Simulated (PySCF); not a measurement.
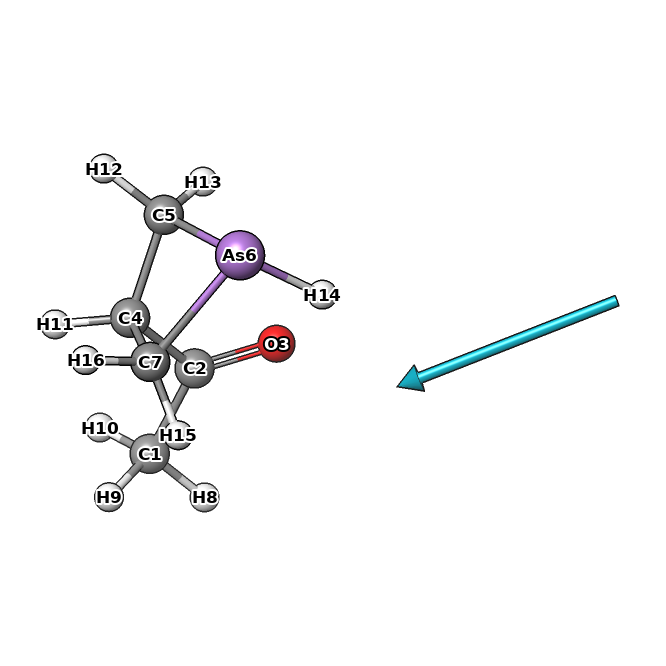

The arrow beside the molecule shows the direction of the dipole moment, from the negative to the positive end (its length means nothing). The geometry was computed by an optimisation with GFN2-xTB. No frequency run is at hand to confirm it as a minimum. Method: PBE0/def2-SVPD, gas phase (PySCF 2.14.0).

Estimate the dipole moment.

Answer. 3.14 D; it points from the side of H14 to the side of H9, H10 (the outermost atoms at the two ends).

The geometry is semi-empirical. Around As such bond lengths and angles can be off by a tenth of an ångström or more and by several degrees, and values that hang on the shape move with them.
